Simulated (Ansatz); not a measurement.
**Run report: ZnH2ClO2, geometry relaxation (part 1 of 2)**

System: ZnH2ClO2, multiplicity 2.
Method: UKS B3LYP/def2-SVP (Ansatz 0.2.0).

It belongs to a series of runs on one base structure; here: end point A relaxed. Figures and captions count atoms from 1; the log counts them from 0 in places.

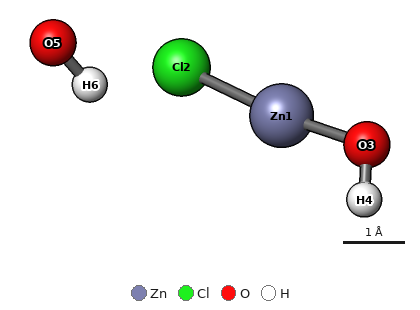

*The starting structure (ball-and-stick view, seen at an oblique angle; atoms are numbered from 1 in the order of the input). Sticks mark near contacts.*

Bond lengths as drawn: Cl–Zn 2.20 Å, H–O 0.97 to 0.98 Å and O–Zn 1.78 Å.

### Results in brief

```csv
quantity,value
outcome,converged
total energy,−65056.5268 eV
mean-field energy,−65056.5268 eV
⟨S²⟩,0.755
largest force (length of the vector) at the end,0.023 eV/Å
hardware,"2 threads of Arm Neoverse V1, 24 GiB of memory available, shared host"
wall time,7.5 min (CPU time 15 min)
peak memory,0.3 GiB
```

### The input
```yaml
crystal:
  periodic: [false, false, false]
  atoms:
    - { symbol: Zn, position_ang: [0.01627, -0.053177, -0.01295] }
    - { symbol: Cl, position_ang: [0.052853, 0.207739, 2.174912] }
    - { symbol: O, position_ang: [-0.091706, -0.102275, -1.784828] }
    - { symbol: H, position_ang: [0.297782, -0.895106, -2.180399] }
    - { symbol: O, position_ang: [0.014104, -0.099979, 4.952559] }
    - { symbol: H, position_ang: [-0.549003, -0.775702, 4.520706] }
magnetization:
  spin_polarized: true
  initial_magnetization: 1
basis:
  gaussian: { orbitals: def2-SVP }
hamiltonian:
  xc: b3lyp
relax:
  f_tol: 0.03
  max_steps: 50
output:
  orbitals: {}
```

Launched with:
```bash
ansatz run input.yaml --threads 2 --pin off --max-ram 3072MiB --backend cpu --events-out ev --progress --plain --runs-dir out
```

### What the program printed
```
The last accepted step is kept in [file] (removed where the run ends without a failure and the disk answers)
Engine: ansatz 0.2.0, aarch64-unknown-linux-gnu
Functional definition: B3LYP
  parameter a0 = 0.2
  parameter ax = 0.72
  parameter ac = 0.81
  exchange = (1 - a0 - ax)*slater_x + ax*b88_x + a0*exact_x
  correlation = (1 - ac)*vwn_rpa_c + ac*lyp_c
874 factors; integrals over basis functions are off by at most 3.4e-4 eV
mean field evaluation 1: about -65032.3210 eV, gradient 6.7e1 eV
mean field evaluation 2: about -64705.1084 eV, gradient 1.5e2 eV
mean field evaluation 4: about -65041.4999 eV, gradient 3.6e1 eV
mean field evaluation 8: about -65055.4033 eV, gradient 2.5e0 eV
mean field evaluation 16: about -65055.4945 eV, gradient 3.1e-2 eV
mean field evaluation 32: about -65055.5698 eV, gradient 6.9e-6 eV
mean field -65055.56976164 eV, -2390.7480924912 hartree, gradient 3.3e-7 eV, S^2 0.751957; 2 other end points of the search recorded, 0 dependent functions left out
the calculation of the forces begins
reference -65055.57000646 eV, -2390.7481014884 hartree; 33, 32 occupied and 54, 55 virtual orbitals, 874 factors
relax step   1: F+E_penalty+E_count = -65055.56976164 eV  Δ(F+E_penalty+E_count) = +0.000e0 eV  max|allowed force component| = 1.204e0 eV/Å  Δτ_max = 0.0000 Å  (162 SCF iters, accepted)
these checks for a lower state are left out or cut short: starts, cluster_reference, orbital_swaps, neighbouring_geometries, increment
874 factors; integrals over basis functions are off by at most 4.3e-4 eV
mean field -65055.63362011 eV, -2390.7504392469 hartree, gradient 1.8e-8 eV, S^2 0.751893; 0 other end points of the search recorded, 0 dependent functions left out
[... from here on the field's lines of each further geometry are left out, up to the last ...]
relax step   2: F+E_penalty+E_count = -65055.63362011 eV  Δ(F+E_penalty+E_count) = -6.386e-2 eV  max|allowed force component| = 3.829e-1 eV/Å  Δτ_max = 0.1479 Å  (109 SCF iters, accepted)
relax step   3: F+E_penalty+E_count = -65055.55721663 eV  Δ(F+E_penalty+E_count) = +7.640e-2 eV  max|allowed force component| = 2.007e0 eV/Å  Δτ_max = 0.1968 Å  (139 SCF iters, rejected (line search))
relax step   4: F+E_penalty+E_count = -65055.64363410 eV  Δ(F+E_penalty+E_count) = -1.001e-2 eV  max|allowed force component| = 2.707e-1 eV/Å  Δτ_max = 0.0682 Å  (135 SCF iters, accepted)
relax step   5: F+E_penalty+E_count = -65055.65748920 eV  Δ(F+E_penalty+E_count) = -1.386e-2 eV  max|allowed force component| = 1.178e-1 eV/Å  Δτ_max = 0.1000 Å  (128 SCF iters, accepted)
relax step   6: F+E_penalty+E_count = -65055.67607992 eV  Δ(F+E_penalty+E_count) = -1.859e-2 eV  max|allowed force component| = 9.623e-2 eV/Å  Δτ_max = 0.1412 Å  (127 SCF iters, accepted)
relax step   7: F+E_penalty+E_count = -65055.53999872 eV  Δ(F+E_penalty+E_count) = +1.361e-1 eV  max|allowed force component| = 3.038e0 eV/Å  Δτ_max = 0.1954 Å  (149 SCF iters, rejected (line search))
relax step   8: F+E_penalty+E_count = -65055.68842340 eV  Δ(F+E_penalty+E_count) = -1.234e-2 eV  max|allowed force component| = 1.686e-1 eV/Å  Δτ_max = 0.0977 Å  (145 SCF iters, accepted)
relax step   9: F+E_penalty+E_count = -65055.69970446 eV  Δ(F+E_penalty+E_count) = -1.128e-2 eV  max|allowed force component| = 1.979e-1 eV/Å  Δτ_max = 0.1000 Å  (128 SCF iters, accepted)
relax step  10: F+E_penalty+E_count = -65055.70098946 eV  Δ(F+E_penalty+E_count) = -1.285e-3 eV  max|allowed force component| = 1.018e0 eV/Å  Δτ_max = 0.1438 Å  (142 SCF iters, accepted)
relax step  11: F+E_penalty+E_count = -65055.72790812 eV  Δ(F+E_penalty+E_count) = -2.692e-2 eV  max|allowed force component| = 4.317e-2 eV/Å  Δτ_max = 0.2000 Å  (118 SCF iters, accepted)
relax step  12: F+E_penalty+E_count = -65055.73724614 eV  Δ(F+E_penalty+E_count) = -9.338e-3 eV  max|allowed force component| = 1.190e-1 eV/Å  Δτ_max = 0.1437 Å  (114 SCF iters, accepted)
relax step  13: F+E_penalty+E_count = -65055.72542031 eV  Δ(F+E_penalty+E_count) = +1.183e-2 eV  max|allowed force component| = 1.005e0 eV/Å  Δτ_max = 0.1956 Å  (147 SCF iters, rejected (line search))
relax step  14: F+E_penalty+E_count = -65055.74395549 eV  Δ(F+E_penalty+E_count) = -6.709e-3 eV  max|allowed force component| = 1.108e-1 eV/Å  Δτ_max = 0.0957 Å  (193 SCF iters, accepted)
relax step  15: F+E_penalty+E_count = -65055.74815190 eV  Δ(F+E_penalty+E_count) = -4.196e-3 eV  max|allowed force component| = 3.082e-1 eV/Å  Δτ_max = 0.0983 Å  (168 SCF iters, accepted)
relax step  16: F+E_penalty+E_count = -65055.75653789 eV  Δ(F+E_penalty+E_count) = -8.386e-3 eV  max|allowed force component| = 3.002e-1 eV/Å  Δτ_max = 0.1463 Å  (166 SCF iters, accepted)
relax step  17: F+E_penalty+E_count = -65055.76772395 eV  Δ(F+E_penalty+E_count) = -1.119e-2 eV  max|allowed force component| = 1.807e-1 eV/Å  Δτ_max = 0.1951 Å  (110 SCF iters, accepted)
relax step  18: F+E_penalty+E_count = -65055.76138587 eV  Δ(F+E_penalty+E_count) = +6.338e-3 eV  max|allowed force component| = 1.040e0 eV/Å  Δτ_max = 0.1947 Å  (122 SCF iters, rejected (line search))
relax step  19: F+E_penalty+E_count = -65055.77397574 eV  Δ(F+E_penalty+E_count) = -6.252e-3 eV  max|allowed force component| = 2.336e-1 eV/Å  Δτ_max = 0.0949 Å  (117 SCF iters, accepted)
relax step  20: F+E_penalty+E_count = -65055.77991276 eV  Δ(F+E_penalty+E_count) = -5.937e-3 eV  max|allowed force component| = 1.752e-1 eV/Å  Δτ_max = 0.0984 Å  (124 SCF iters, accepted)
relax step  21: F+E_penalty+E_count = -65055.78900105 eV  Δ(F+E_penalty+E_count) = -9.088e-3 eV  max|allowed force component| = 2.260e-1 eV/Å  Δτ_max = 0.1463 Å  (124 SCF iters, accepted)
relax step  22: F+E_penalty+E_count = -65055.79288198 eV  Δ(F+E_penalty+E_count) = -3.881e-3 eV  max|allowed force component| = 8.121e-1 eV/Å  Δτ_max = 0.1905 Å  (123 SCF iters, accepted)
relax step  23: F+E_penalty+E_count = -65055.81739205 eV  Δ(F+E_penalty+E_count) = -2.451e-2 eV  max|allowed force component| = 5.755e-1 eV/Å  Δτ_max = 0.1950 Å  (118 SCF iters, accepted)
relax step  24: F+E_penalty+E_count = -65055.85225837 eV  Δ(F+E_penalty+E_count) = -3.487e-2 eV  max|allowed force component| = 1.975e-1 eV/Å  Δτ_max = 0.1955 Å  (118 SCF iters, accepted)
relax step  25: F+E_penalty+E_count = -65055.89001296 eV  Δ(F+E_penalty+E_count) = -3.775e-2 eV  max|allowed force component| = 6.199e-1 eV/Å  Δτ_max = 0.1948 Å  (115 SCF iters, accepted)
relax step  26: F+E_penalty+E_count = -65055.95257522 eV  Δ(F+E_penalty+E_count) = -6.256e-2 eV  max|allowed force component| = 7.532e-1 eV/Å  Δτ_max = 0.1960 Å  (103 SCF iters, accepted)
relax step  27: F+E_penalty+E_count = -65056.03207701 eV  Δ(F+E_penalty+E_count) = -7.950e-2 eV  max|allowed force component| = 5.927e-1 eV/Å  Δτ_max = 0.1947 Å  (105 SCF iters, accepted)
relax step  28: F+E_penalty+E_count = -65056.10582746 eV  Δ(F+E_penalty+E_count) = -7.375e-2 eV  max|allowed force component| = 6.351e-1 eV/Å  Δτ_max = 0.1949 Å  (98 SCF iters, accepted)
relax step  29: F+E_penalty+E_count = -65056.25054291 eV  Δ(F+E_penalty+E_count) = -1.447e-1 eV  max|allowed force component| = 1.659e0 eV/Å  Δτ_max = 0.1950 Å  (72 SCF iters, accepted)
relax step  30: F+E_penalty+E_count = -65056.14530972 eV  Δ(F+E_penalty+E_count) = +1.052e-1 eV  max|allowed force component| = 3.782e0 eV/Å  Δτ_max = 0.1954 Å  (58 SCF iters, rejected (line search))
relax step  31: F+E_penalty+E_count = -65056.38477576 eV  Δ(F+E_penalty+E_count) = -1.342e-1 eV  max|allowed force component| = 8.893e-1 eV/Å  Δτ_max = 0.0976 Å  (69 SCF iters, accepted)
relax step  32: F+E_penalty+E_count = -65056.43233904 eV  Δ(F+E_penalty+E_count) = -4.756e-2 eV  max|allowed force component| = 2.127e-1 eV/Å  Δτ_max = 0.0994 Å  (50 SCF iters, accepted)
relax step  33: F+E_penalty+E_count = -65056.43955670 eV  Δ(F+E_penalty+E_count) = -7.218e-3 eV  max|allowed force component| = 1.719e-1 eV/Å  Δτ_max = 0.0751 Å  (65 SCF iters, accepted)
relax step  34: F+E_penalty+E_count = -65056.45057066 eV  Δ(F+E_penalty+E_count) = -1.101e-2 eV  max|allowed force component| = 1.684e-1 eV/Å  Δτ_max = 0.0659 Å  (49 SCF iters, accepted)
relax step  35: F+E_penalty+E_count = -65056.45231452 eV  Δ(F+E_penalty+E_count) = -1.744e-3 eV  max|allowed force component| = 1.129e-1 eV/Å  Δτ_max = 0.0190 Å  (53 SCF iters, accepted)
relax step  36: F+E_penalty+E_count = -65056.45591258 eV  Δ(F+E_penalty+E_count) = -3.598e-3 eV  max|allowed force component| = 1.179e-1 eV/Å  Δτ_max = 0.0469 Å  (48 SCF iters, accepted)
relax step  37: F+E_penalty+E_count = -65056.37312371 eV  Δ(F+E_penalty+E_count) = +8.279e-2 eV  max|allowed force component| = 2.067e0 eV/Å  Δτ_max = 0.1981 Å  (49 SCF iters, rejected (line search))
relax step  38: F+E_penalty+E_count = -65056.46731884 eV  Δ(F+E_penalty+E_count) = -1.141e-2 eV  max|allowed force component| = 8.344e-2 eV/Å  Δτ_max = 0.0727 Å  (53 SCF iters, accepted)
relax step  39: F+E_penalty+E_count = -65056.47161684 eV  Δ(F+E_penalty+E_count) = -4.298e-3 eV  max|allowed force component| = 6.584e-1 eV/Å  Δτ_max = 0.0899 Å  (51 SCF iters, accepted)
relax step  40: F+E_penalty+E_count = -65056.50387401 eV  Δ(F+E_penalty+E_count) = -3.226e-2 eV  max|allowed force component| = 2.717e-1 eV/Å  Δτ_max = 0.1500 Å  (48 SCF iters, accepted)
relax step  41: F+E_penalty+E_count = -65056.51085338 eV  Δ(F+E_penalty+E_count) = -6.979e-3 eV  max|allowed force component| = 2.276e-1 eV/Å  Δτ_max = 0.0288 Å  (43 SCF iters, accepted)
relax step  42: F+E_penalty+E_count = -65056.39658232 eV  Δ(F+E_penalty+E_count) = +1.143e-1 eV  max|allowed force component| = 2.893e0 eV/Å  Δτ_max = 0.1944 Å  (47 SCF iters, rejected (line search))
relax step  43: F+E_penalty+E_count = -65056.51587825 eV  Δ(F+E_penalty+E_count) = -5.025e-3 eV  max|allowed force component| = 2.446e-1 eV/Å  Δτ_max = 0.0366 Å  (41 SCF iters, accepted)
relax step  44: F+E_penalty+E_count = -65056.51333411 eV  Δ(F+E_penalty+E_count) = +2.544e-3 eV  max|allowed force component| = 9.283e-1 eV/Å  Δτ_max = 0.0987 Å  (41 SCF iters, rejected (line search))
relax step  45: F+E_penalty+E_count = -65056.52164702 eV  Δ(F+E_penalty+E_count) = -5.769e-3 eV  max|allowed force component| = 1.412e-1 eV/Å  Δτ_max = 0.0481 Å  (42 SCF iters, accepted)
relax step  46: F+E_penalty+E_count = -65056.52501564 eV  Δ(F+E_penalty+E_count) = -3.369e-3 eV  max|allowed force component| = 6.759e-2 eV/Å  Δτ_max = 0.0499 Å  (40 SCF iters, accepted)
relax step  47: F+E_penalty+E_count = -65056.52643737 eV  Δ(F+E_penalty+E_count) = -1.422e-3 eV  max|allowed force component| = 1.566e-2 eV/Å  Δτ_max = 0.0536 Å  (41 SCF iters, accepted)
relax step  48: F+E_penalty+E_count = -65056.52610989 eV  Δ(F+E_penalty+E_count) = +3.275e-4 eV  max|allowed force component| = 1.628e-1 eV/Å  Δτ_max = 0.0327 Å  (41 SCF iters, rejected (line search))
the calculation of the forces begins
reference -65056.52675654 eV, -2390.7832614052 hartree; 33, 32 occupied and 54, 55 virtual orbitals, 874 factors
relax step  49: F+E_penalty+E_count = -65056.52652118 eV  Δ(F+E_penalty+E_count) = -8.381e-5 eV  max|allowed force component| = 2.309e-2 eV/Å  Δτ_max = 0.0121 Å  (41 SCF iters, accepted)
874 factors; integrals over basis functions are off by at most 3.4e-4 eV
mean field evaluation 896: about -65056.5265 eV, gradient 4.0e-5 eV
```

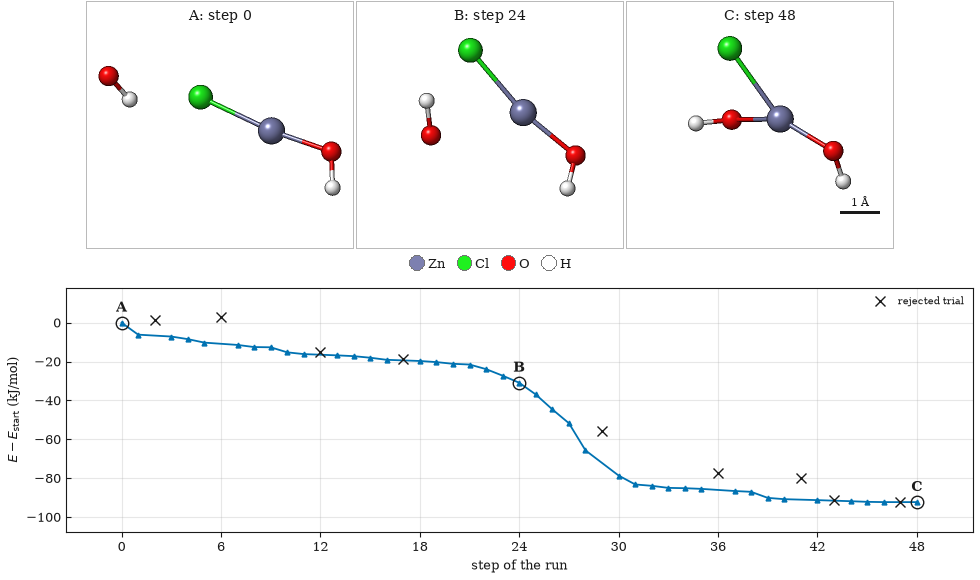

*Frames of the relaxation (ball-and-stick view, seen at a tilt) above the curves, on which the letters mark them (the first geometry is step 0 here and step 1 in the log).*

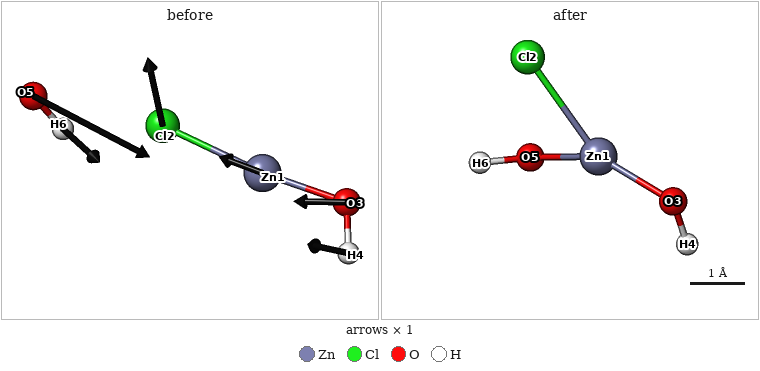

*Before (left) and after (right) the relaxation, at one scale (ball-and-stick view, seen at a tilt). The black arrows give the displacements, at true length.*

O5 moves most after the best rigid fit: 2.46 Å. By element the largest moves are O 2.46 Å, Cl 1.43 Å, H 1.34 Å, Zn 0.97 Å. Distances before and after: Zn1–O5 4.966 → 1.964 Å, Zn1–Cl2 2.204 → 2.278 Å, Zn1–O3 1.776 → 1.791 Å, O5–H6 0.980 → 0.974 Å. New bonds form: Zn1–O5 (4.97 → 1.96 Å). Among the angles that change: Cl2–Zn1–O3 174.2° → 142.0°. The energy falls by 92.3 kJ/mol in 48 geometry steps. Largest force component: 1.2 eV/Å at the start, 0.023 eV/Å at the end. The line search rejected the trial steps at points 2, 6, 12, 17, 29, 36, 41, 43 and more (counted from 0) and went back. (Atoms are counted from 1 in the order of the input.)

```
mean field -65056.52652118 eV, -2390.7832527558 hartree, gradient 2.4e-5 eV, S^2 0.754755; 3 other end points of the search recorded, 0 dependent functions left out
the calculation of the forces begins
reference -65056.52675654 eV, -2390.7832614052 hartree; 33, 32 occupied and 54, 55 virtual orbitals, 874 factors
Total energy: -65056.52675654 eV, -2390.7832614052 hartree
Atom 0 at    -0.079870    -0.085968     0.928521 Å, force    -0.001756    -0.006678     0.000460 eV/Å
Atom 1 at    -0.129365     1.752847     2.272189 Å, force    -0.000011     0.003642     0.002274 eV/Å
Atom 2 at     0.130569    -0.579728    -0.780007 Å, force    -0.001783    -0.022349    -0.000786 eV/Å
Atom 3 at     0.036516    -1.534324    -0.901692 Å, force     0.002148     0.023089     0.001156 eV/Å
Atom 4 at    -0.464320    -0.709052     2.750801 Å, force     0.001736     0.002422    -0.003650 eV/Å
Atom 5 at     0.246769    -0.562275     3.400189 Å, force    -0.000333    -0.000126     0.000546 eV/Å
Dipole moment:     0.179941    -0.436381     0.341770 e Å
```

### Trajectory as extended XYZ (Å, eV, eV/Å), 49 frames, from step=1 to step=49
```
6
Properties=species:S:1:pos:R:3:forces:R:3 step=1 energy=-65055.56976
Zn    0.0163   -0.0532   -0.0129    0.0095   0.1396   1.0660
Cl    0.0529    0.2077    2.1749   -0.0121  -0.0950  -1.2041
O    -0.0917   -0.1023   -1.7848    0.0256  -0.0632   0.0012
H     0.2978   -0.8951   -2.1804   -0.0197   0.0460   0.0120
O     0.0141   -0.1000    4.9526   -0.0199  -0.0547   0.1042
H    -0.5490   -0.7757    4.5207    0.0167   0.0272   0.0206
6
Properties=species:S:1:pos:R:3:forces:R:3 step=2 energy=-65055.63362
Zn    0.0077   -0.0130   -0.0479   -0.0039   0.0201   0.3244
Cl    0.0474    0.2591    2.0753   -0.0145  -0.0287  -0.3829
O    -0.1134   -0.1322   -1.8167    0.0616  -0.0955   0.0032
H     0.3323   -0.9080   -2.1891   -0.0541   0.1029   0.0425
O     0.0420   -0.1721    5.0787   -0.2464  -0.2543  -0.1451
H    -0.5756   -0.7524    4.5698    0.2573   0.2555   0.1578
6
Properties=species:S:1:pos:R:3:forces:R:3 step=3 energy=-65055.55722 accepted=F
Zn   -0.0157   -0.0215   -0.0376   -0.0134  -0.0556  -0.2446
Cl    0.0213    0.2587    2.0483   -0.0046   0.0491   0.1609
O    -0.1291   -0.1502   -1.8063    0.0690  -0.0955   0.0267
H     0.3576   -0.9021   -2.1764   -0.0630   0.1028   0.0403
O     0.0307   -0.2624    5.2262   -1.4219  -0.9944  -1.9901
H    -0.5244   -0.6410    4.4158    1.4340   0.9936   2.0069
6
Properties=species:S:1:pos:R:3:forces:R:3 step=4 energy=-65055.64363
Zn    0.0004   -0.0247   -0.0400   -0.0036   0.0137   0.2231
Cl    0.0315    0.2444    2.0753   -0.0111  -0.0126  -0.2707
O    -0.1089   -0.1290   -1.8092    0.0415  -0.0709  -0.0019
H     0.3338   -0.9033   -2.1863   -0.0369   0.0716   0.0272
O     0.0356   -0.1920    5.1116   -0.1287  -0.1381  -0.0635
H    -0.5521   -0.7139    4.5187    0.1387   0.1363   0.0858
6
Properties=species:S:1:pos:R:3:forces:R:3 step=5 energy=-65055.65749
Zn   -0.0080   -0.0311   -0.0460   -0.0074   0.0025   0.0811
Cl    0.0056    0.2531    2.0570   -0.0072   0.0038  -0.1012
O    -0.1017   -0.1319   -1.8148    0.0161  -0.0337  -0.0003
H     0.3368   -0.9069   -2.1922   -0.0126   0.0281   0.0074
O     0.0196   -0.2471    5.1936   -0.1067  -0.1060  -0.0724
H    -0.5120   -0.6547    4.4725    0.1177   0.1052   0.0854
6
Properties=species:S:1:pos:R:3:forces:R:3 step=6 energy=-65055.67608
Zn   -0.0179   -0.0199   -0.0390   -0.0097  -0.0078  -0.0962
Cl   -0.0055    0.3523    2.0394   -0.0050   0.0259   0.0859
O    -0.1129   -0.1652   -1.8040   -0.0069  -0.0026   0.0199
H     0.3457   -0.9335   -2.1682    0.0101  -0.0142  -0.0106
O    -0.0258   -0.3672    5.2524   -0.0595  -0.0611  -0.0349
H    -0.4433   -0.5851    4.3894    0.0711   0.0599   0.0360
6
Properties=species:S:1:pos:R:3:forces:R:3 step=7 energy=-65055.54000 accepted=F
Zn   -0.0332   -0.0124   -0.0374   -0.0126  -0.0260  -0.1691
Cl   -0.0222    0.4361    2.0249    0.0007   0.0538   0.1492
O    -0.1287   -0.2003   -1.7987   -0.0021  -0.0107   0.0395
H     0.3598   -0.9558   -2.1514    0.0048  -0.0076  -0.0017
O    -0.1042   -0.5229    5.3404   -0.6887   0.1398  -3.0380
H    -0.3313   -0.4631    4.2923    0.6978  -0.1493   3.0201
6
Properties=species:S:1:pos:R:3:forces:R:3 step=8 energy=-65055.68842
Zn   -0.0254   -0.0055   -0.0422   -0.0075  -0.0033   0.0011
Cl   -0.0061    0.4033    2.0375   -0.0035   0.0168  -0.0174
O    -0.1258   -0.1883   -1.8036    0.0036  -0.0156   0.0183
H     0.3541   -0.9497   -2.1564   -0.0024   0.0063   0.0033
O    -0.0729   -0.4469    5.2835   -0.0919  -0.0596  -0.1686
H    -0.3836   -0.5313    4.3513    0.1017   0.0554   0.1633
6
Properties=species:S:1:pos:R:3:forces:R:3 step=9 energy=-65055.69970
Zn   -0.0316    0.0116   -0.0217   -0.0051   0.0033   0.0087
Cl   -0.0008    0.4946    2.0434   -0.0020   0.0199  -0.0283
O    -0.1432   -0.2225   -1.7760    0.0036  -0.0193   0.0169
H     0.3611   -0.9742   -2.1151   -0.0037   0.0061   0.0045
O    -0.1161   -0.5311    5.2514   -0.0735  -0.0348  -0.1979
H    -0.3292   -0.4969    4.2880    0.0806   0.0248   0.1962
6
Properties=species:S:1:pos:R:3:forces:R:3 step=10 energy=-65055.70099
Zn   -0.0388    0.0393   -0.0139   -0.0063   0.0002  -0.0078
Cl    0.0062    0.6157    2.0292   -0.0001   0.0154  -0.0282
O    -0.1685   -0.2708   -1.7568    0.0322  -0.0462   0.0396
H     0.3745   -1.0049   -2.0767   -0.0301   0.0399   0.0218
O    -0.1787   -0.6594    5.2341   -0.0948   0.1996  -1.0181
H    -0.2545   -0.4383    4.2541    0.0990  -0.2089   0.9928
6
Properties=species:S:1:pos:R:3:forces:R:3 step=11 energy=-65055.72791
Zn   -0.0422    0.0847    0.0360   -0.0019   0.0296   0.0432
Cl    0.0265    0.8146    2.0283    0.0003  -0.0052  -0.0041
O    -0.2048   -0.3477   -1.6744    0.0010  -0.0269  -0.0076
H     0.3866   -1.0516   -1.9726   -0.0021  -0.0012   0.0021
O    -0.2171   -0.7714    5.0907   -0.0073  -0.0258  -0.0422
H    -0.2087   -0.4471    4.1619    0.0101   0.0295   0.0086
```
